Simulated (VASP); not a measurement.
Band structure of Y (hcp). All values below come from vdW-DF2, VASP's PBE PAW potentials (set 64) (plane waves; VASP).

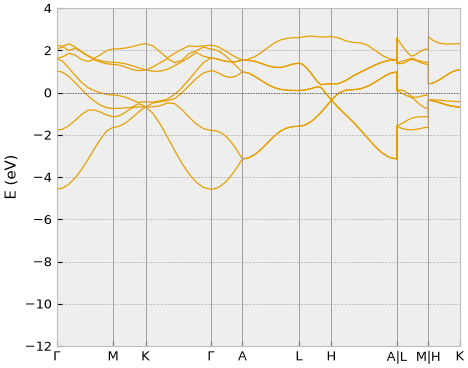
Figure: Bands along high-symmetry lines, zero at the valence-band maximum or, without a gap, the Fermi level

Problem. Read the plot: is there a gap, and where are the band edges?

Solution. It has no gap at this level: it comes out as a metal or semimetal. (Edges off the drawn lines would not show.)

The compound is Y in the hcp structure. It was relaxed first.
